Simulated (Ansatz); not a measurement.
# Tunnelling decay and corrugation (ordered overlayer): Pt(111)-c(4x2)-Na, top site; Pd(111)-(√3×√3)R30°-F, hcp site; and others

A simple barrier model says that the current falls as exp(−2κz) with κ = 0.512 √φ (Å⁻¹, φ in eV). How well does that hold over real surfaces, and how fast does atomic contrast fade as the tip draws back?

How it was computed: Ansatz 0.2.0, plane waves with PAW datasets (its set soft_2), functional as listed; relaxed slabs, Tersoff-Hamann images of the filled states within the window listed under the Fermi level. κ is fitted to the planar mean between 3 and 5 Å over the top atom; the model's barrier is the work function plus half the window. A setpoint is the mean density at the height named.

The runs side by side:

| surface | functional | work function (eV) | window (eV) | κ, model (Å⁻¹) | κ, fitted (Å⁻¹) | near setpoint (Å): corrugation (Å) | far setpoint (Å): corrugation (Å) |
| --- | --- | --- | --- | --- | --- | --- | --- |
| Pt(111)-c(4x2)-Na, top site | r2SCAN | 1.58 | 0.50 | 0.69 | 0.69 | 3: 0.557 | 4.5: 0.269 |
| Nb(100)-p(2x2)-H, hollow site | PBEsol | 3.63 | 0.50 | 1.01 | 1.00 | 2.5: 0.341 | 4: 0.115 |
| W(100)-c(2x2)-S, hollow site | PBEsol | 3.92 | 0.50 | 1.05 | 1.28 | 3: 0.626 | 4.5: 0.322 |
| Fe(100)-(3x1)-N, hollow site | PBE-D3(BJ) | 4.07 | 0.30 | 1.05 | 1.06 | 3: 0.246 | 4.5: 0.117 |
| Ru(0001)-(2x1)-Br, hcp site | PBE | 4.28 | 0.30 | 1.08 | 1.22 | 3: 0.847 | 4.5: 0.405 |
| Mo(100)-p(2x2)-Pb, hollow site | PBE | 4.31 | 0.20 | 1.08 | 1.16 | 3: 1.082 | 4.5: 0.719 |
| Ag(100)-p(2x2)-C, hollow site | PBE-D3(BJ) | 4.82 | 0.50 | 1.15 | 1.18 | 3: 0.443 | 4.5: 0.193 |
| Pd(100)-p(2x2)-P, hollow site | r2SCAN | 5.23 | 0.40 | 1.19 | 1.34 | 2.5: 1.050 | 4: 0.709 |
| Pt(110)-(1x3)-Br, hollow site | PBE | 5.59 | 0.50 | 1.24 | 1.38 | 3: 1.863 | 5: 1.389 |
| Pd(111)-(√3×√3)R30°-F, hcp site | LDA | 6.78 | 0.30 | 1.35 | 1.48 | 3: 0.872 | 4.5: 0.508 |

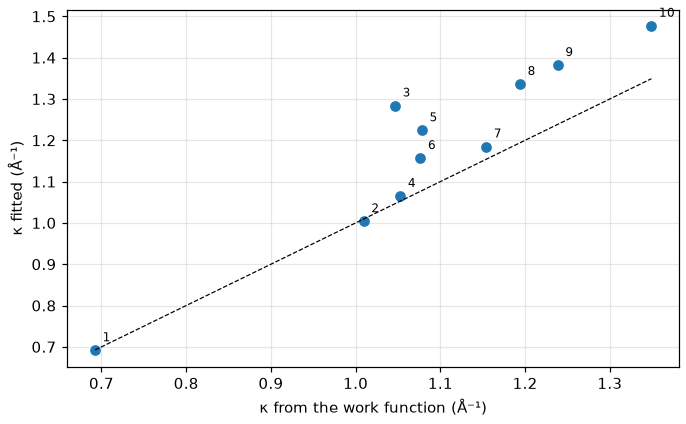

Fitted against model decay constants; points are numbered as the table's rows, and the dashed line marks equality.

What this shows: The fitted κ is 0.99 to 1.22 times the model's, and larger in 8 of 10. Momentum along the surface adds to κ² and raises it, while a barrier that has not reached its full height this near the surface lowers it. Worked for Pt(111)-c(4x2)-Na, top site: 0.512 × √(1.58 + 0.25) = 0.69 Å⁻¹; with the fitted 0.69 Å⁻¹ the current falls by exp(2 × 0.69) = 4.0 per Å. Where it is still over 0.005 Å at the far setpoint (10 rows), the corrugation falls by a factor of 1.2 to 2.1 per Å.

Caveats: The model has an s-wave tip and no forces between tip and sample. Semilocal potentials reach the vacuum level too fast, without an image tail. The surfaces are built from prototypes and need not be the stable ones; functionals, windows and heights differ between rows (the narrowest window from 0.2 eV on is taken, and runs with charge in the vacuum are left out), and rows with Cr, Mn, Fe, Co, Ni or Gd rest on one magnetic start or none. The table is a selection: not every member that was run is listed.
